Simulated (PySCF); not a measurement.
# K4F4: magnetic properties

What do calculations give for the magnetic properties of K4F4?

Computed with PySCF 2.14.0 and routines of our own; the level stands in each step. Atoms count from 0.

## (1) The starting structure

8 atoms, charge 0, multiplicity 1; geometry from: GFN2-xTB.

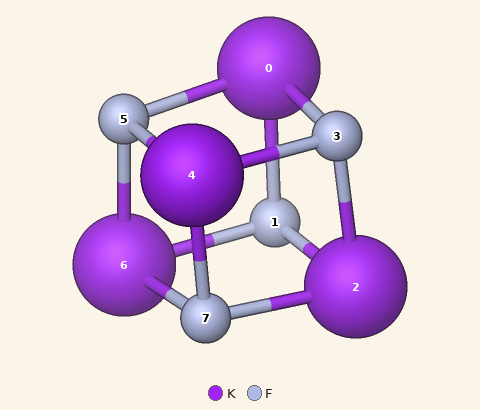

The starting geometry (potassium purple, fluorine light blue); sticks join atoms by distance alone.

## (2) Magnetic properties: GIAO BP86/def2-SVP K:def2-TZVP

What the job is given:

```
{"job": {"kind": "mag", "xc": "BP86", "basis": {"default": "def2-SVP", "K": "def2-TZVP"}}, "charge": 0, "multiplicity": 1}
K     -0.397500    -1.313620     1.652930
F      0.197220     1.019900     1.680620
K      1.997700     0.767560     0.172170
F      1.269080    -1.516530     0.012940
K     -0.205960    -1.086940    -1.840240
F     -1.845330    -0.686640    -0.162420
K     -1.399760     1.634050     0.017690
F      0.384550     1.182220    -1.533690
```

Level: GIAO BP86/def2-SVP K:def2-TZVP magnetisability, rotational g tensor and spin-rotation constants, non-relativistic, gas phase.

The run is started by

```sh
> OMP_NUM_THREADS=1 python excited_run.py task.json out
```

This one command runs all jobs of the session in turn.

Standard output:

```text
coarse grid: 13992 points
cycle   1  E = -2798.8539687803  dE =  1.332e-01  |g| = 1.577e+00  |ddm| = 2.377e+00
cycle   2  E = -2781.3260805914  dE =  1.753e+01  |g| = 7.976e+00  |ddm| = 2.735e+01
cycle   3  E = -2799.2978540897  dE = -1.797e+01  |g| = 4.045e-01  |ddm| = 2.563e+01
cycle   4  E = -2799.2924102607  dE =  5.444e-03  |g| = 4.547e-01  |ddm| = 1.783e+00
cycle   5  E = -2799.3271585991  dE = -3.475e-02  |g| = 9.239e-02  |ddm| = 1.073e+00
cycle   6  E = -2799.3285427405  dE = -1.384e-03  |g| = 3.777e-02  |ddm| = 2.048e-01
cycle   7  E = -2799.3287624752  dE = -2.197e-04  |g| = 1.335e-02  |ddm| = 1.399e-01
cycle   8  E = -2799.3287905843  dE = -2.811e-05  |g| = 3.940e-03  |ddm| = 3.561e-02
cycle   9  E = -2799.3287933258  dE = -2.742e-06  |g| = 5.681e-04  |ddm| = 1.055e-02
final grid: 97128 points
cycle  10  E = -2799.3790194081  dE = -4.073e-04  |g| = 4.827e-03  |ddm| = 7.332e-02
cycle  11  E = -2799.3790088824  dE =  1.053e-05  |g| = 9.219e-03  |ddm| = 3.384e-02
cycle  12  E = -2799.3790231649  dE = -1.428e-05  |g| = 1.099e-03  |ddm| = 2.559e-02
cycle  13  E = -2799.3790233698  dE = -2.049e-07  |g| = 1.335e-04  |ddm| = 2.628e-03
cycle  14  E = -2799.3790233725  dE = -2.732e-09  |g| = 7.394e-05  |ddm| = 4.969e-04
cycle  15  E = -2799.3790233734  dE = -8.558e-10  |g| = 2.371e-05  |ddm| = 3.589e-04
converged SCF energy = -2799.3790233734

Magnetisability tensor (1e-30 J/T^2)
    -1626.07       -0.03        5.44
       -0.03    -1624.24       -1.50
        5.44       -1.50    -1624.80
isotropic -1625.03   principal values   -1631.05  -1624.39  -1619.66
isotropic susceptibility -97.862 1e-6 cm^3/mol

Inertial axes            a          b          c
rot. const./GHz      0.7489     0.7464     0.7428
chi total           -97.543    -97.826    -98.217
chi diamagnetic   -1495.490  -1500.165  -1506.917
chi paramagnetic   1397.947   1402.340   1408.700
quadrupole/D A       -0.002      0.012     -0.010
g nuclear            0.4871     0.4871     0.4871
g electronic        -0.4919    -0.4917    -0.4916
g total             -0.0048    -0.0046    -0.0045

Spin-rotation constants (kHz, H = +C I.J)
atom  isotope        aa         bb         cc
  0    39K        0.024      0.024      0.022
  1    19F        0.663      0.703      0.651
  2    39K        0.023      0.024      0.023
  3    19F        0.705      0.690      0.626
  4    39K        0.024      0.023      0.023
  5    19F        0.691      0.659      0.669
  6    39K        0.023      0.023      0.024
  7    19F        0.673      0.644      0.701
```

Run time: 76 s. Hardware: 1 thread of Arm Neoverse N1, shared host; peak memory 0.69 GiB.

Key values:

```csv
quantity,value
magnetisability,-1625·10⁻³⁰ J/T²
molar susceptibility,-97.9·10⁻⁶ cm³/mol
"rotational g (a, b, c)","-0.0048, -0.0046, -0.0045"
```

Orbitals, density, ELF and potential are computed afterwards from the orbital file.

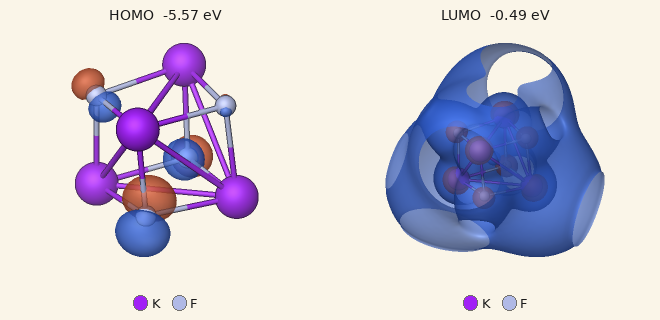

BP86/def2-TZVP+def2-SVP orbitals near the gap, drawn at the value that encloses 70 % of each; the two colours are the two signs. The LUMO is diffuse and is cut off by the edge of the grid.

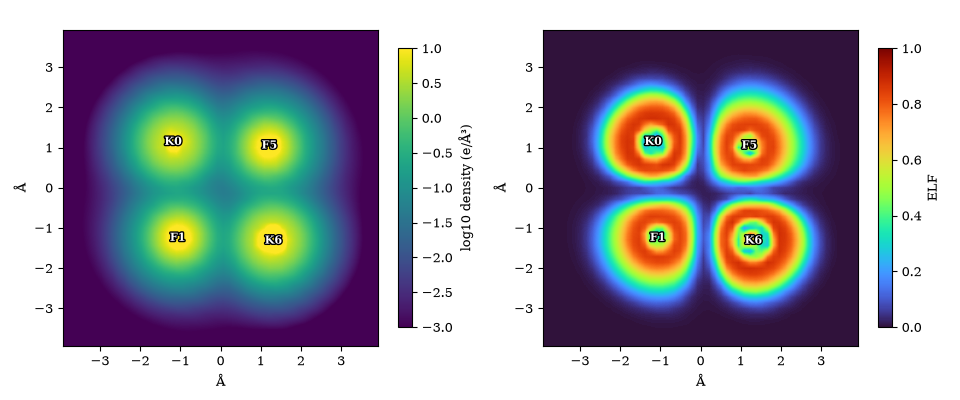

Density (left) and ELF (right) in a plane through or near 4 of the atoms.

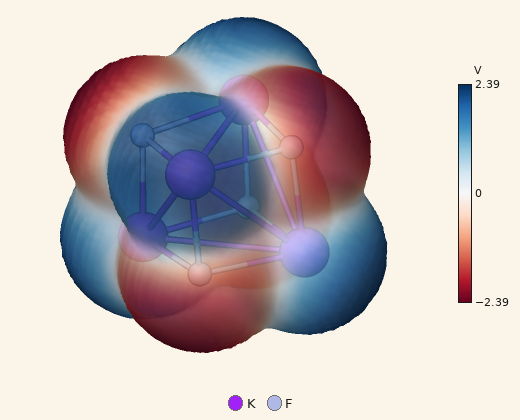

The potential that a unit positive charge feels on the 0.002 e/bohr³ surface, from the 1st to the 99th percentile, from -2.39 V near F7 to 2.37 V near K6.

In these pictures sticks join atoms by distance alone, so bonds to metals can be missing or extra.

## (3) Magnetic properties: GIAO PBE/def2-SVP K:def2-TZVP

Settings changed since step 2:

```diff
@@ -1,2 +1,2 @@
-{"job": {"kind": "mag", "xc": "BP86", "basis": {"default": "def2-SVP", "K": "def2-TZVP"}}, "charge": 0, "multiplicity": 1}
+{"job": {"kind": "mag", "xc": "PBE", "basis": {"default": "def2-SVP", "K": "def2-TZVP"}}, "charge": 0, "multiplicity": 1}
 K     -0.397500    -1.313620     1.652930
```

Method: GIAO PBE/def2-SVP K:def2-TZVP magnetisability, rotational g tensor and spin-rotation constants, non-relativistic, gas phase.

Standard output:

```text
coarse grid: 13992 points
cycle   1  E = -2797.4043120665  dE =  1.491e-01  |g| = 1.577e+00  |ddm| = 2.358e+00
cycle   2  E = -2775.0746599342  dE =  2.233e+01  |g| = 8.899e+00  |ddm| = 2.488e+01
cycle   3  E = -2797.8448637338  dE = -2.277e+01  |g| = 5.138e-01  |ddm| = 2.363e+01
cycle   4  E = -2797.8786816824  dE = -3.382e-02  |g| = 1.864e-01  |ddm| = 1.344e+00
cycle   5  E = -2797.8845764056  dE = -5.895e-03  |g| = 9.007e-02  |ddm| = 5.022e-01
cycle   6  E = -2797.8857517424  dE = -1.175e-03  |g| = 4.134e-02  |ddm| = 2.336e-01
cycle   7  E = -2797.8860527648  dE = -3.010e-04  |g| = 5.525e-03  |ddm| = 1.422e-01
cycle   8  E = -2797.8860581953  dE = -5.430e-06  |g| = 8.829e-04  |ddm| = 1.931e-02
final grid: 97128 points
cycle   9  E = -2797.9375689589  dE = -3.985e-04  |g| = 8.825e-03  |ddm| = 7.548e-02
cycle  10  E = -2797.9375334526  dE =  3.551e-05  |g| = 1.689e-02  |ddm| = 8.299e-02
cycle  11  E = -2797.9375811975  dE = -4.774e-05  |g| = 2.354e-03  |ddm| = 6.344e-02
cycle  12  E = -2797.9375822356  dE = -1.038e-06  |g| = 1.435e-04  |ddm| = 6.524e-03
cycle  13  E = -2797.9375822367  dE = -1.126e-09  |g| = 1.301e-04  |ddm| = 7.032e-04
cycle  14  E = -2797.9375822396  dE = -2.862e-09  |g| = 1.890e-05  |ddm| = 4.169e-04
cycle  15  E = -2797.9375822396  dE = -4.729e-11  |g| = 2.509e-06  |ddm| = 5.811e-05
converged SCF energy = -2797.9375822396

Magnetisability tensor (1e-30 J/T^2)
    -1624.50       -0.03        5.48
       -0.03    -1622.68       -1.52
        5.48       -1.52    -1623.21
isotropic -1623.46   principal values   -1629.52  -1622.83  -1618.05
isotropic susceptibility -97.767 1e-6 cm^3/mol

Inertial axes            a          b          c
rot. const./GHz      0.7489     0.7464     0.7428
chi total           -97.446    -97.732    -98.124
chi diamagnetic   -1496.299  -1500.975  -1507.728
chi paramagnetic   1398.853   1403.243   1409.603
quadrupole/D A       -0.003      0.011     -0.008
g nuclear            0.4871     0.4871     0.4871
g electronic        -0.4922    -0.4920    -0.4919
g total             -0.0051    -0.0050    -0.0048

Spin-rotation constants (kHz, H = +C I.J)
atom  isotope        aa         bb         cc
  0    39K        0.023      0.024      0.022
  1    19F        0.672      0.710      0.659
  2    39K        0.023      0.024      0.023
  3    19F        0.712      0.698      0.634
  4    39K        0.024      0.022      0.023
  5    19F        0.699      0.667      0.677
  6    39K        0.023      0.022      0.024
  7    19F        0.681      0.652      0.708
```

Wall time 67 s (1 thread of Arm Neoverse N1, shared host); peak memory 0.67 GiB.

In short:

```csv
quantity,value
magnetisability,-1623·10⁻³⁰ J/T²
molar susceptibility,-97.8·10⁻⁶ cm³/mol
"rotational g (a, b, c)","-0.0051, -0.0050, -0.0048"
```

## (4) Magnetic properties side by side

```csv
level,ξ (10⁻³⁰ J/T²),g(a),g(b),gap (eV),functions,time
GIAO BP86/def2-SVP K:def2-TZVP,-1625,-0.0048,-0.0046,5.08,188,76 s
GIAO PBE/def2-SVP K:def2-TZVP,-1623,-0.0051,-0.0050,4.80,188,67 s
```

## (5) What came out

| quantity | value |
| --- | --- |
| magnetisability (step 2, GIAO BP86/def2-SVP K:def2-TZVP) | -1625·10⁻³⁰ J/T² |
| molar susceptibility (step 2, GIAO BP86/def2-SVP K:def2-TZVP) | -97.9·10⁻⁶ cm³/mol |
| rotational g (a, b, c) (step 2, GIAO BP86/def2-SVP K:def2-TZVP) | -0.0048, -0.0046, -0.0045 |
| surface potential, 1st and 99th percentile | -2.39 V and 2.37 V |
| magnetisability over the levels | -1625 to -1623·10⁻³⁰ J/T² |

What this shows: The geometry comes from tight binding, which is rough for metal atoms, and these values hang on it. The magnetisability spreads by 0.1 % over 2 levels of like cost. Two levels can agree by chance, so this spread shows no convergence. Vibrational averaging and real surroundings are missing from these values.
